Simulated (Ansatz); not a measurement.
# CH2BrSi with multiplicity 2: two geometries relaxed

Are the two ends of the shift of H4 from C1 to Si2 separate minima, and which lies lower? Each is relaxed from a guess. SMILES of the start: [CH]=[SiH]Br.

Program: Ansatz 0.2.0. Level of theory: UKS PBE-D4/def2-SVP. These are calculated values, not measurements.

### Step 1. The system as given

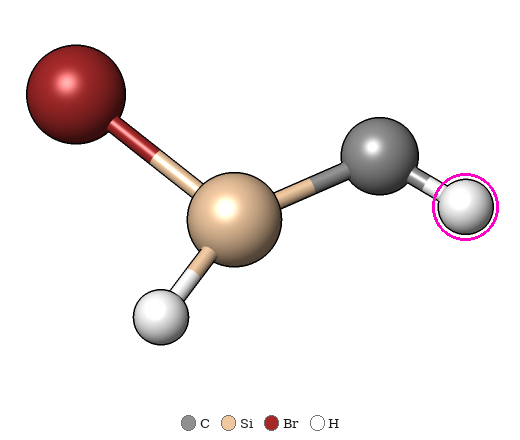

The starting structure, seen from a chosen angle (carbon grey, silicon light orange, bromine red, hydrogen white). Ringed: H4.

As a file:

```xyz
5

C    -1.1867   -0.6540   -0.1879
Si    0.2994    0.2785    0.0008
Br    1.8480   -0.9449    1.0670
H    -2.0350   -0.1848   -0.6874
H     1.0743    1.5052   -0.1925
```

### Step 2. Relaxing end A

input.yaml

```yaml
crystal:
  periodic: [false, false, false]
  atoms:
    - { symbol: C, position_ang: [-1.18672, -0.65397, -0.18787] }
    - { symbol: Si, position_ang: [0.2994, 0.27849, 0.00081] }
    - { symbol: Br, position_ang: [1.84804, -0.94486, 1.06701] }
    - { symbol: H, position_ang: [-2.03499, -0.18482, -0.68743] }
    - { symbol: H, position_ang: [1.07428, 1.50516, -0.19252] }
magnetization:
  spin_polarized: true
  initial_magnetization: 1
basis:
  gaussian: { orbitals: def2-SVP }
hamiltonian:
  xc: pbe
  dispersion: d4
relax:
  f_tol: 0.02
  max_steps: 50
```

The run is started by

```console
> ansatz run input.yaml --threads 2 --pin off --max-ram 3072MiB --backend cpu --events-out ev --progress --plain --runs-dir out
```

Standard output, cut to the lines that bear on the results:

```text
Warning: RAYON_NUM_THREADS=2 ignored (pool sized by the plan → 2); use --threads N
[...]
Functional definition: PBE
[...]
815 factors; their error is unknown
[...]
mean field -78962.40604221 eV, -2901.8148994099 hartree, gradient 3.9e-7 eV, S^2 0.780063; 3 other end points of the search recorded, 0 dependent functions left out
[...]
reference -78962.40606931 eV, -2901.8149004060 hartree; 29, 28 occupied and 45, 46 virtual orbitals, 815 factors
relax step   1: F+E_penalty+E_count = -78962.52256606 eV  Δ(F+E_penalty+E_count) = +0.000e0 eV  max|allowed force component| = 2.713e0 eV/Å  Δτ_max = 0.0000 Å  (140 SCF iters, accepted)
[...]
relax step   3: F+E_penalty+E_count = -78963.12203043 eV  Δ(F+E_penalty+E_count) = -1.114e-1 eV  max|allowed force component| = 7.281e-1 eV/Å  Δτ_max = 0.0907 Å  (36 SCF iters, accepted)
[...]
relax step   5: F+E_penalty+E_count = -78963.17351411 eV  Δ(F+E_penalty+E_count) = -5.148e-2 eV  max|allowed force component| = 2.676e-1 eV/Å  Δτ_max = 0.0675 Å  (35 SCF iters, accepted)
[...]
relax step   7: F+E_penalty+E_count = -78963.22771403 eV  Δ(F+E_penalty+E_count) = -1.829e-2 eV  max|allowed force component| = 1.087e0 eV/Å  Δτ_max = 0.1465 Å  (35 SCF iters, accepted)
[...]
relax step   9: F+E_penalty+E_count = -78963.26078232 eV  Δ(F+E_penalty+E_count) = -2.914e-3 eV  max|allowed force component| = 2.685e-1 eV/Å  Δτ_max = 0.0442 Å  (33 SCF iters, accepted)
[...]
relax step  10: F+E_penalty+E_count = -78963.26116056 eV  Δ(F+E_penalty+E_count) = -3.782e-4 eV  max|allowed force component| = 5.039e-2 eV/Å  Δτ_max = 0.0196 Å  (33 SCF iters, accepted)
[...]
relax step  11: F+E_penalty+E_count = -78963.26179518 eV  Δ(F+E_penalty+E_count) = -6.346e-4 eV  max|allowed force component| = 4.309e-3 eV/Å  Δτ_max = 0.0146 Å  (34 SCF iters, accepted)
815 factors; their error is unknown
[...]
mean field -78963.14761851 eV, -2901.8421518363 hartree, gradient 1.9e-5 eV, S^2 0.764837; 4 other end points of the search recorded, 0 dependent functions left out
[...]
reference -78963.14764685 eV, -2901.8421528778 hartree; 29, 28 occupied and 45, 46 virtual orbitals, 815 factors
Total energy: -78963.26182352 eV, -2901.8463487930 hartree
Atom 0 at    -1.159535    -0.133059    -0.382720 Å, force    -0.000045     0.001568     0.001343 eV/Å
Atom 1 at     0.418209     0.263985     0.052394 Å, force     0.001432    -0.004309     0.002493 eV/Å
Atom 2 at     1.809875    -1.107999     1.119374 Å, force    -0.001916     0.002701    -0.001979 eV/Å
Atom 3 at    -2.131433    -0.598322    -0.557588 Å, force     0.000787    -0.000100    -0.001139 eV/Å
Atom 4 at     1.062893     1.575395    -0.231459 Å, force    -0.000258     0.000140    -0.000718 eV/Å
Dipole moment:     0.010199     0.103046    -0.035993 e Å
```

It took 15 s on 2 threads of Intel Xeon 6975P-C (Granite Rapids), shared host; peak memory 0.21 GiB.

Relaxation path:

```csv
step,energy from step 1 (eV),largest force component (eV/Å)
1,0.0000,2.7129
2,-0.4881,1.4079
3,-0.5995,0.7281
4x,-0.5035,1.0846
5,-0.6509,0.2676
6,-0.6869,0.2455
7,-0.7051,1.0868
8,-0.7353,0.2510
9,-0.7382,0.2685
10,-0.7386,0.0504
11,-0.7392,0.0043
```

Step 1 is the start. 1 step was tried and not accepted (marked x).

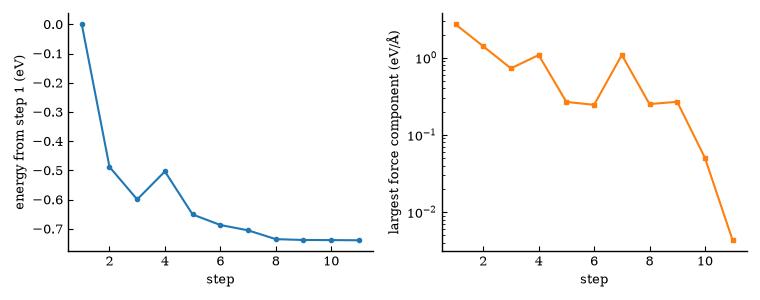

Energy and largest force along the relaxation.

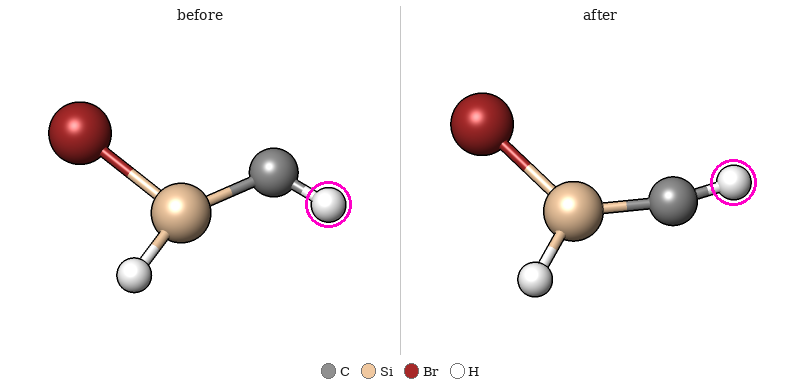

The structure before (left) and after (right), drawn at the same scale.

After: Bond lengths: C1–Si2 1.684 Å, Si2–Br3 2.227 Å, C1–H4 1.092 Å, Si2–H5 1.489 Å. Angles: C1–Si2–Br3 124.3°, C1–Si2–H5 124.3°, Br3–Si2–H5 111.3°, Si2–C1–H4 167.4°.

### Step 3. End point B

The second end starts from a geometry with the move made by hand.

Changes to input.yaml since step 2:

```diff
@@ -6,3 +6,3 @@
     - { symbol: Br, position_ang: [1.84804, -0.94486, 1.06701] }
-    - { symbol: H, position_ang: [-2.03499, -0.18482, -0.68743] }
+    - { symbol: H, position_ang: [-0.94357, 0.65977, -0.61827] }
     - { symbol: H, position_ang: [1.07428, 1.50516, -0.19252] }
@@ -19 +19,3 @@
   max_steps: 50
+output:
+  orbitals: {}
```

The run is started by

```console
> ansatz run input.yaml --threads 2 --pin off --max-ram 3072MiB --backend cpu --events-out ev --progress --plain --runs-dir out
```

Standard output, cut to the lines that bear on the results:

```text
Warning: RAYON_NUM_THREADS=2 ignored (pool sized by the plan → 2); use --threads N
[...]
Functional definition: PBE
[...]
815 factors; their error is unknown
[...]
mean field -78960.10053805 eV, -2901.7301736951 hartree, gradient 6.9e-8 eV, S^2 0.752500; 4 other end points of the search recorded, 0 dependent functions left out
[...]
reference -78960.10056443 eV, -2901.7301746644 hartree; 29, 28 occupied and 45, 46 virtual orbitals, 815 factors
relax step   1: F+E_penalty+E_count = -78960.21115850 eV  Δ(F+E_penalty+E_count) = +0.000e0 eV  max|allowed force component| = 4.440e0 eV/Å  Δτ_max = 0.0000 Å  (219 SCF iters, accepted)
[...]
relax step   4: F+E_penalty+E_count = -78962.04658249 eV  Δ(F+E_penalty+E_count) = -3.938e-1 eV  max|allowed force component| = 9.775e-1 eV/Å  Δτ_max = 0.1977 Å  (82 SCF iters, accepted)
[...]
relax step  14: F+E_penalty+E_count = -78963.26174631 eV  Δ(F+E_penalty+E_count) = -8.323e-4 eV  max|allowed force component| = 5.140e-3 eV/Å  Δτ_max = 0.0195 Å  (33 SCF iters, accepted)
815 factors; their error is unknown
[...]
mean field -78963.14757013 eV, -2901.8421500585 hartree, gradient 1.8e-5 eV, S^2 0.764846; 4 other end points of the search recorded, 0 dependent functions left out
[...]
reference -78963.14759843 eV, -2901.8421510987 hartree; 29, 28 occupied and 45, 46 virtual orbitals, 815 factors
Total energy: -78963.26177461 eV, -2901.8463469958 hartree
Atom 0 at    -0.934227     0.208911    -0.409355 Å, force     0.002354     0.002689     0.004079 eV/Å
Atom 1 at     0.668846     0.367503     0.081756 Å, force     0.004748    -0.000562    -0.005140 eV/Å
Atom 2 at     1.795780    -1.182602     1.214544 Å, force    -0.000520    -0.000651     0.001781 eV/Å
Atom 3 at    -1.965293    -0.095644    -0.597639 Å, force    -0.004725    -0.001931    -0.002055 eV/Å
Atom 4 at     1.526324     1.546422    -0.220145 Å, force    -0.001857     0.000455     0.001335 eV/Å
Dipole moment:     0.025883     0.101059    -0.032900 e Å
```

It took 18 s on 2 threads of Intel Xeon 6975P-C (Granite Rapids), shared host; peak memory 0.21 GiB.

Step by step:

```csv
step,energy from step 1 (eV),largest force component (eV/Å)
1,0.0000,4.4405
2,-0.9382,2.6801
3,-1.4416,1.8602
4,-1.8354,0.9775
5,-2.1813,1.9933
6,-2.4963,1.6113
7,-2.6986,1.4336
8,-2.7795,1.1909
9,-2.8815,0.9782
10,-3.0029,0.7299
11x,-2.9972,0.9800
12,-3.0343,0.4229
13,-3.0498,0.0775
14,-3.0506,0.0051
```

Step 1 is the start. 1 step was tried and not accepted (marked x).

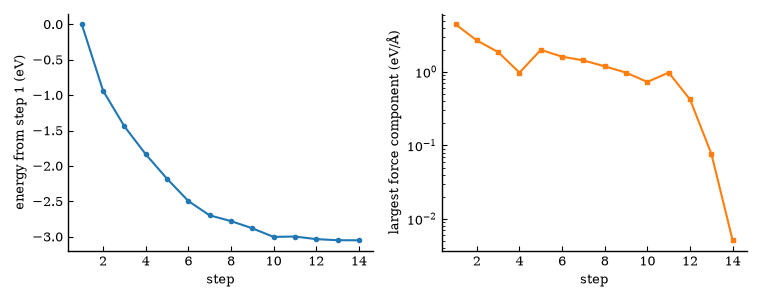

Energy and largest force along the relaxation.

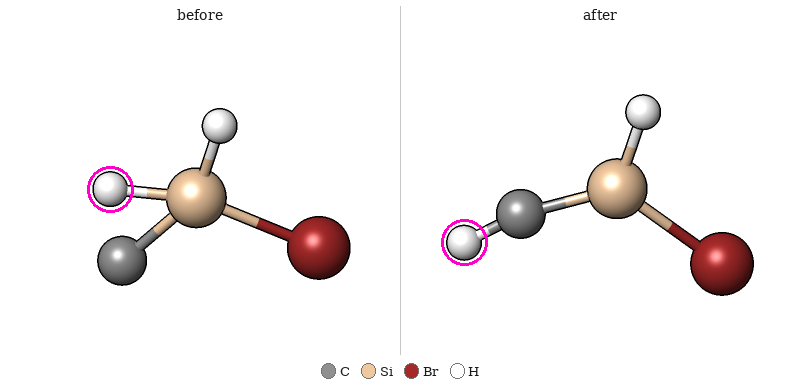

Before and after, at one scale.

After: Bond lengths: C1–Si2 1.684 Å, Si2–Br3 2.226 Å, C1–H4 1.091 Å, Si2–H5 1.489 Å. Angles: C1–Si2–Br3 124.4°, C1–Si2–H5 124.3°, Br3–Si2–H5 111.3°, Si2–C1–H4 167.4°.

Pairs that crossed the distance rule for bonds on the way: came closer C1–H4; moved apart Si2–H4.

### Step 4. What came out

| quantity | value |
| --- | --- |
| end A | 9 moves, 0.739 eV lower |
| end B | 12 moves, 3.051 eV lower |
| largest difference between the ends | 0.01 Å |
| end B relative to end A | +0.000 eV |

What this shows: Both starts fell into the same minimum (no atom differs by more than 0.01 Å), so from this start no second minimum was found and no band was run; another arrangement could still be one.
